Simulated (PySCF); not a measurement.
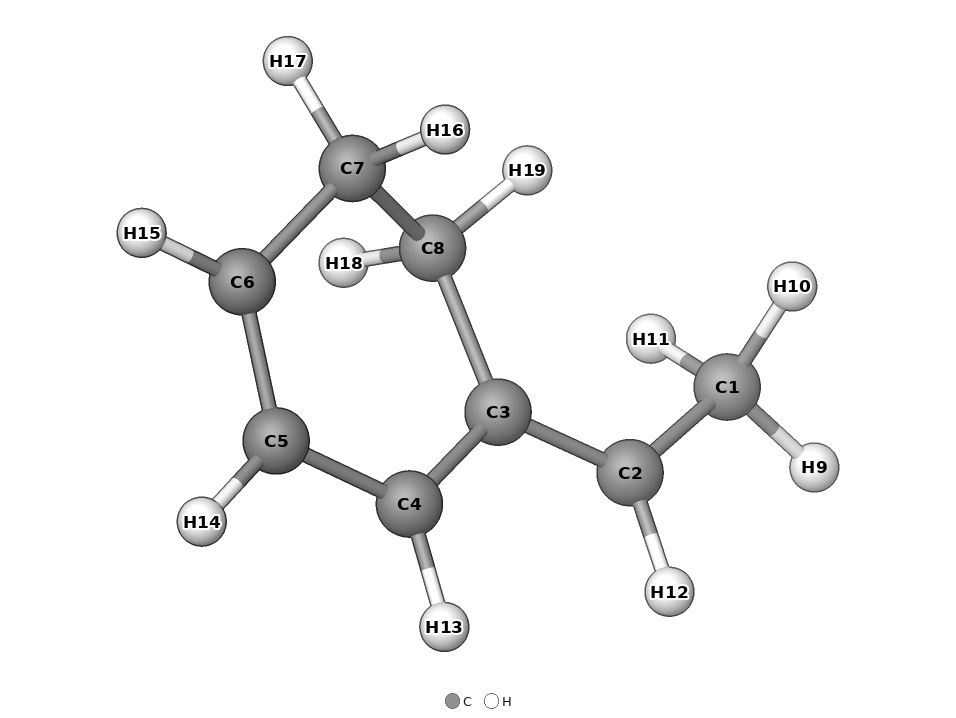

The species is neutral and a spin doublet. The geometry was computed by an optimisation with GFN2-xTB. No frequency run is at hand to confirm it as a minimum. Level of theory: UKS B3LYP, pcH-1 on C H, non-relativistic (PySCF 2.14.0). Fermi-contact and spin-dipolar terms alone, no spin-orbit part.

> Which nucleus has the largest dipolar (anisotropic) hyperfine coupling?

13C at C4: principal values −43.0, −41.6, 84.6 MHz.

List the isotropic and dipolar parts for the most strongly coupled nuclei, one of each equivalent set.

| atom | isotope | a_iso (MHz) | dipolar part (MHz) |
| --- | --- | --- | --- |
| C4 | 13C | 48.6 | −43.0, −41.6, 84.6 |
| C6 | 13C | 43.1 | −39.1, −37.4, 76.5 |
| C2 | 13C | 39.0 | −35.1, −34.2, 69.3 |
| C5 | 13C | −39.0 | −25.5, 10.6, 15.0 |
| C3 | 13C | −38.2 | −24.4, 10.4, 14.1 |
| H13 | 1H | −34.5 | −18.6, −1.2, 19.8 |
| H15 | 1H | −31.9 | −18.9, −0.2, 19.0 |
| H12 | 1H | −27.4 | −13.8, −1.6, 15.5 |
